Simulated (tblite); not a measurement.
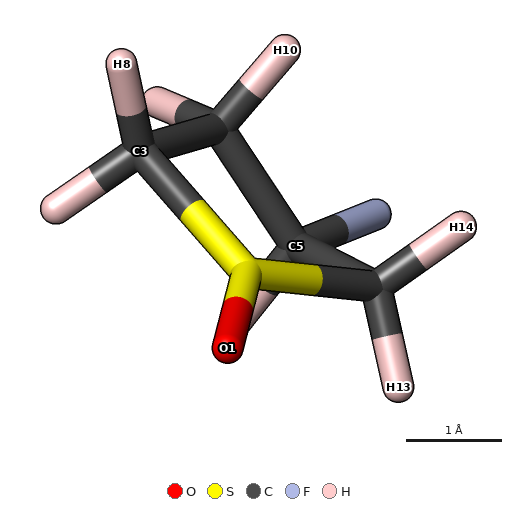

*The input geometry (stick view, seen at a tilt; atoms are numbered from 1 in the order of the input).*

## Saddle-point search of C$_{4}$H$_{7}$FOS

C$_{4}$H$_{7}$FOS, computed with GFN2-xTB saddle search (eigenvector following) and harmonic vibrations, gas phase (tblite 0.8.0).

Output:
```
step      E/eV     max force
  0    -654.54145   2.0393
  1    -654.65887   1.4565
  2    -654.71313   1.0133
  3    -654.72752   0.5450
  4    -654.73213   0.2512
  5    -654.73272   0.3189
  6    -654.73262   0.0126
  7    -654.73262   0.0000
lowest wavenumbers (cm-1): -1294.1 94.8 174.4 203.2 343.1 356.3
```

Trajectory as extended XYZ (Å, eV, eV/Å), 8 frames, from step=0 to step=7:
```
14
Properties=species:S:1:pos:R:3:forces:R:3 step=0 energy=-654.54145
O     0.0028    2.8161   -1.2659   -0.0870  -0.0930  -0.3380
S     0.0350    1.5011   -0.5310    0.4350   0.0390   1.9920
C     1.4830    0.2791   -0.1919   -0.4920   0.3170  -0.6340
C     0.7184   -0.8239    0.4777    0.0180  -0.0400   0.1240
C    -0.7353   -0.8790   -0.0266   -0.1940  -0.0470   0.2090
F    -1.4153   -1.8087    0.7300    0.0410  -0.1820  -0.0360
C    -1.3898    0.4690    0.1548    0.2480   0.1180  -0.7420
H     2.2911    0.6815    0.4242   -0.4040   0.2360  -0.2320
H     1.7890    0.0975   -1.2131    0.4350  -0.4270   0.0360
H     0.6832   -0.6597    1.5582   -0.0020   0.0240  -0.0620
H     1.1940   -1.7905    0.2975   -0.0370   0.0110  -0.0160
H    -0.7792   -1.2135   -1.0660   -0.0260  -0.0620  -0.0560
H    -2.1800    0.7030   -0.5453   -0.3370  -0.2140   0.0920
H    -1.6969    0.6281    1.1973    0.4020   0.3190  -0.3370
14
Properties=species:S:1:pos:R:3:forces:R:3 step=1 energy=-654.65887
O     0.0258    2.8490   -1.1743   -0.0670  -0.1830  -0.2330
S     0.0408    1.4911   -0.5108    0.3050   0.2450   1.4030
C     1.4653    0.2830   -0.2160   -0.2890   0.1470  -0.4750
C     0.7168   -0.8222    0.4764    0.0140  -0.0240   0.0840
C    -0.7379   -0.8897   -0.0227   -0.1310  -0.0260   0.1390
F    -1.4170   -1.8048    0.7507    0.0280  -0.1190  -0.0290
C    -1.3851    0.4684    0.1254    0.1270   0.0330  -0.5200
H     2.2638    0.7111    0.3916   -0.2710   0.1530  -0.1670
H     1.8022    0.0572   -1.2219    0.2740  -0.2760   0.0500
H     0.6845   -0.6428    1.5539   -0.0020   0.0190  -0.0440
H     1.1987   -1.7865    0.3050   -0.0250   0.0080  -0.0060
H    -0.7849   -1.2469   -1.0557   -0.0160  -0.0400  -0.0300
H    -2.1941    0.6725   -0.5651   -0.2130  -0.1450   0.0690
H    -1.6789    0.6605    1.1634    0.2650   0.2090  -0.2400
14
Properties=species:S:1:pos:R:3:forces:R:3 step=2 energy=-654.71313
O     0.0434    2.8828   -1.0818   -0.0500  -0.3270  -0.1290
S     0.0462    1.4850   -0.4925    0.1920   0.4810   0.8710
C     1.4532    0.2821   -0.2398   -0.1200  -0.0010  -0.3270
C     0.7161   -0.8187    0.4778    0.0160  -0.0110   0.0480
C    -0.7390   -0.8979   -0.0186   -0.0760  -0.0070   0.0770
F    -1.4168   -1.8020    0.7675    0.0150  -0.0640  -0.0210
C    -1.3832    0.4669    0.0987    0.0250  -0.0440  -0.3250
H     2.2474    0.7317    0.3544   -0.1530   0.0800  -0.1080
H     1.8073    0.0172   -1.2334    0.1320  -0.1410   0.0580
H     0.6856   -0.6205    1.5516   -0.0020   0.0130  -0.0330
H     1.2014   -1.7830    0.3191   -0.0140   0.0060   0.0030
H    -0.7861   -1.2750   -1.0460   -0.0060  -0.0180  -0.0060
H    -2.2047    0.6441   -0.5872   -0.1010  -0.0810   0.0470
H    -1.6707    0.6873    1.1304    0.1430   0.1130  -0.1520
14
Properties=species:S:1:pos:R:3:forces:R:3 step=3 energy=-654.72752
O     0.0537    2.9151   -0.9877   -0.0200  -0.3480   0.0040
S     0.0509    1.4849   -0.4754    0.0900   0.4370   0.3130
C     1.4490    0.2736   -0.2632   -0.0860  -0.0150  -0.1150
C     0.7166   -0.8115    0.4848    0.0280  -0.0130   0.0260
C    -0.7369   -0.9022   -0.0153   -0.0270   0.0000   0.0330
F    -1.4140   -1.8025    0.7744    0.0000  -0.0310  -0.0030
C    -1.3856    0.4633    0.0779    0.0310  -0.0420  -0.1500
H     2.2520    0.7351    0.3061   -0.0690   0.0300  -0.0510
H     1.7929   -0.0218   -1.2522    0.0450  -0.0530   0.0150
H     0.6849   -0.5851    1.5530    0.0000   0.0030  -0.0380
H     1.2019   -1.7795    0.3490   -0.0110   0.0150   0.0090
H    -0.7769   -1.2919   -1.0388    0.0000  -0.0060  -0.0010
H    -2.2072    0.6210   -0.6133   -0.0350  -0.0280   0.0130
H    -1.6812    0.7015    1.1007    0.0550   0.0490  -0.0540
14
Properties=species:S:1:pos:R:3:forces:R:3 step=4 energy=-654.73213
O     0.0668    2.9367   -0.9050    0.0070  -0.1410   0.1150
S     0.0544    1.4883   -0.4608   -0.0230   0.1360  -0.2100
C     1.4423    0.2670   -0.2815   -0.0010  -0.0110   0.0570
C     0.7182   -0.8051    0.4926    0.0200  -0.0060   0.0070
C    -0.7333   -0.9057   -0.0114   -0.0010   0.0010   0.0060
F    -1.4124   -1.8024    0.7801   -0.0010   0.0000   0.0030
C    -1.3865    0.4597    0.0617    0.0210  -0.0030   0.0270
H     2.2601    0.7334    0.2603   -0.0160  -0.0100  -0.0070
H     1.7658   -0.0506   -1.2714   -0.0110   0.0170   0.0070
H     0.6850   -0.5536    1.5546    0.0020  -0.0040  -0.0190
H     1.2047   -1.7750    0.3781   -0.0060   0.0120   0.0050
H    -0.7651   -1.3054   -1.0319    0.0000   0.0030   0.0070
H    -2.2015    0.6036   -0.6411    0.0090   0.0080   0.0010
H    -1.6984    0.7090    1.0758    0.0000  -0.0040   0.0000
14
Properties=species:S:1:pos:R:3:forces:R:3 step=5 energy=-654.73272
O     0.0709    2.9493   -0.8671    0.0150   0.0470   0.1040
S     0.0562    1.4970   -0.4532   -0.0320  -0.1760  -0.2640
C     1.4405    0.2621   -0.2880   -0.0140   0.0670   0.0850
C     0.7200   -0.8036    0.4952    0.0000   0.0040  -0.0030
C    -0.7312   -0.9080   -0.0084   -0.0060   0.0000  -0.0060
F    -1.4116   -1.7979    0.7907    0.0070   0.0150  -0.0080
C    -1.3863    0.4572    0.0523    0.0250   0.0410   0.0680
H     2.2657    0.7276    0.2415    0.0090  -0.0130   0.0100
H     1.7477   -0.0561   -1.2818   -0.0050   0.0100  -0.0130
H     0.6875   -0.5426    1.5543    0.0010  -0.0030   0.0010
H     1.2065   -1.7740    0.3887    0.0000   0.0020  -0.0020
H    -0.7620   -1.3178   -1.0253   -0.0010   0.0110   0.0160
H    -2.1933    0.5975   -0.6604    0.0120   0.0100   0.0020
H    -1.7107    0.7094    1.0615   -0.0110  -0.0160   0.0070
14
Properties=species:S:1:pos:R:3:forces:R:3 step=6 energy=-654.73262
O     0.0689    2.9408   -0.8842    0.0000  -0.0040   0.0050
S     0.0559    1.4923   -0.4548   -0.0010   0.0060  -0.0110
C     1.4408    0.2656   -0.2850    0.0020  -0.0010   0.0020
C     0.7194   -0.8048    0.4923    0.0010  -0.0010   0.0000
C    -0.7329   -0.9071   -0.0090    0.0000   0.0000   0.0000
F    -1.4120   -1.7971    0.7903    0.0000   0.0000   0.0000
C    -1.3858    0.4586    0.0549    0.0000   0.0000   0.0030
H     2.2609    0.7308    0.2530   -0.0010  -0.0010  -0.0010
H     1.7585   -0.0505   -1.2770   -0.0010   0.0010   0.0020
H     0.6879   -0.5500    1.5529    0.0000   0.0000   0.0000
H     1.2062   -1.7743    0.3800    0.0000   0.0000   0.0000
H    -0.7665   -1.3149   -1.0260    0.0000   0.0000   0.0000
H    -2.1961    0.6011   -0.6536    0.0010   0.0000   0.0000
H    -1.7052    0.7095    1.0662    0.0000   0.0000   0.0000
14
Properties=species:S:1:pos:R:3:forces:R:3 step=7 energy=-654.73262
O     0.0691    2.9413   -0.8828    0.0000   0.0000   0.0000
S     0.0561    1.4926   -0.4544    0.0000   0.0000   0.0000
C     1.4407    0.2654   -0.2853    0.0000   0.0000   0.0000
C     0.7195   -0.8047    0.4924    0.0000   0.0000   0.0000
C    -0.7328   -0.9072   -0.0088    0.0000   0.0000   0.0000
F    -1.4120   -1.7969    0.7907    0.0000   0.0000   0.0000
C    -1.3858    0.4585    0.0546    0.0000   0.0000   0.0000
H     2.2612    0.7305    0.2522    0.0000   0.0000   0.0000
H     1.7578   -0.0507   -1.2774    0.0000   0.0000   0.0000
H     0.6880   -0.5496    1.5529    0.0000   0.0000   0.0000
H     1.2062   -1.7742    0.3804    0.0000   0.0000   0.0000
H    -0.7664   -1.3154   -1.0257    0.0000   0.0000   0.0000
H    -2.1958    0.6008   -0.6544    0.0000   0.0000   0.0000
H    -1.7058    0.7094    1.0656    0.0000   0.0000   0.0000
```

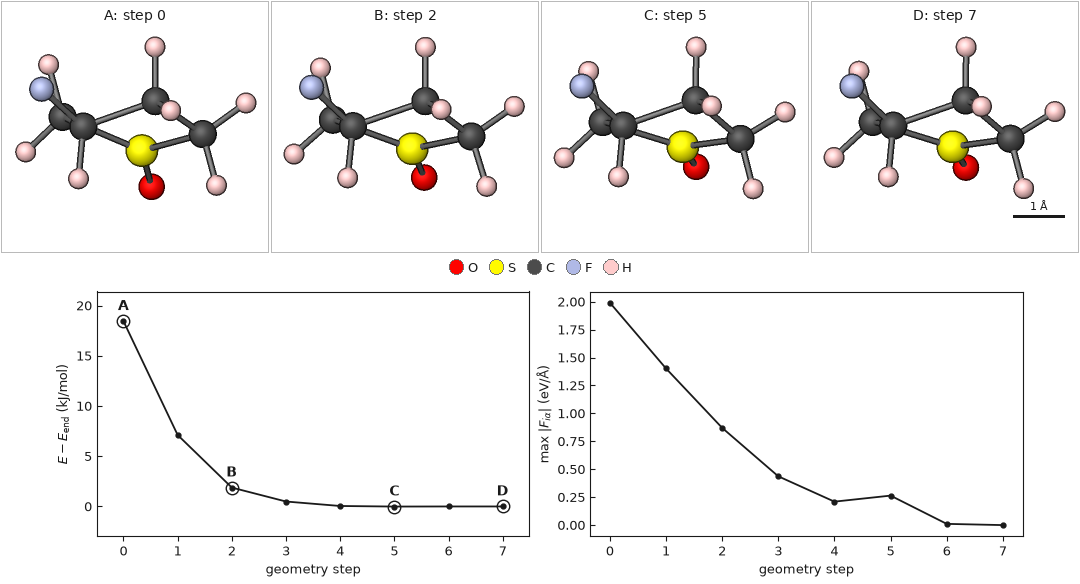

*Frames of the saddle-point search (ball-and-stick view, seen at an oblique angle) above the curves, on which the letters mark them (steps are counted from 0).*

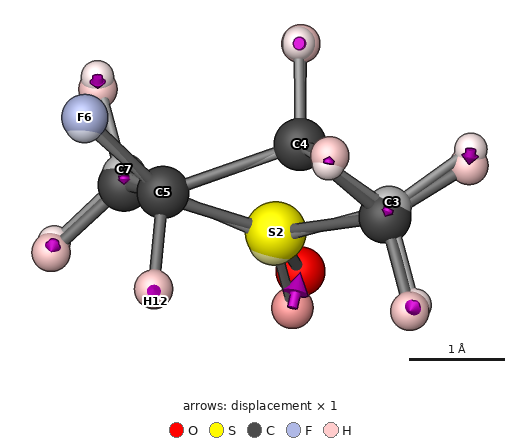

*Start (faint) and end (solid) with the displacements as pink arrows, at true length (ball-and-stick view, seen at an oblique angle). The two geometries are laid on each other by the best rigid fit.*

The energy falls by 18.4 kJ/mol in 7 geometry steps. Largest force component: 2 eV/Å at the start, under 0.0001 eV/Å at the end. The atom that moves furthest after the best rigid fit is O1 (0.41 Å). Largest moves by element: O 0.41 Å, H 0.18 Å, C 0.10 Å, S 0.08 Å, F 0.06 Å. Among the contacts that change: S2–C3 1.925 → 1.858 Å, S2–C7 1.888 → 1.846 Å, C7–H14 1.098 → 1.090 Å, C3–H8 1.093 → 1.086 Å. Among the angles that change: S2–C3–H9 98.8° → 109.0°, S2–C7–H13 101.4° → 109.2°, S2–C7–H14 118.5° → 110.9°. (Atoms are counted from 1 in the order of the input.)

This output came from the following input.

Input file:
```
{"job": {"xc": "GFN2-xTB", "basis": "xTB", "kind": "saddle"}, "charge": 0, "multiplicity": 1}
O      0.002823     2.816080    -1.265866
S      0.034976     1.501062    -0.530978
C      1.482995     0.279142    -0.191860
C      0.718366    -0.823936     0.477676
C     -0.735278    -0.879015    -0.026636
F     -1.415299    -1.808704     0.729999
C     -1.389817     0.469024     0.154828
H      2.291113     0.681519     0.424240
H      1.788997     0.097517    -1.213088
H      0.683182    -0.659695     1.558210
H      1.194002    -1.790502     0.297523
H     -0.779155    -1.213547    -1.065960
H     -2.180018     0.702962    -0.545348
H     -1.696886     0.628093     1.197261
```

The first line tells a small driver script what to run in tblite; the rest is the geometry in Å.

Run as:
```bash
OMP_NUM_THREADS=1 python <driver script> task.json out
```

Key numbers:

```tsv
quantity	value
outcome	converged
total energy	−654.7326 eV
point group	C1
hardware	1 CPU thread, shared host
wall time	3.4 s
peak memory	0.19 GiB
```
